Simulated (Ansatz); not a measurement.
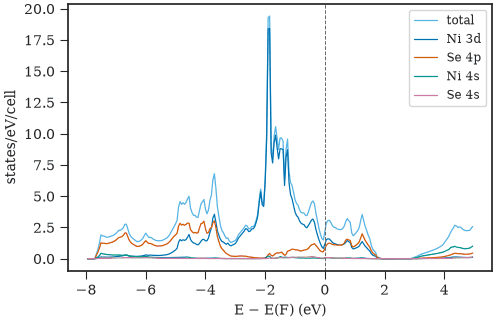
Figure. Total and projected density of states of NiSe (NiAs type, space group No. 194), PBEsol in the plane-wave PAW code Ansatz

**Question.** Which orbitals carry the states next to the Fermi level?

**Answer.** Within 0.5 eV of the Fermi level: Ni 3d 58 %, Se 4p 35 %. Projections are on Löwdin-orthogonalised atomic valence shells; empty p or d shells of many metals are not among them.

**Question.** Where is the tallest occupied peak in this window, and what makes it?

**Answer.** Near -1.8 eV, about 19 states/eV per cell; the largest projected share is Ni 3d.

Space group P6_3/mmc (NiAs type). The workflow started from an entry of the Crystallography Open Database (COD, 293 K). Whether it is the stable phase at ambient conditions was not checked. Symmetry was held in the PBEsol relaxation; of distortions, only those at the zone centre were tested. The workflow began spin-polarised and lost its moments. Scalar-relativistic: spin–orbit coupling is off unless named, which matters more the heavier the elements.

Potentials: the later of the program's two PAW sets.
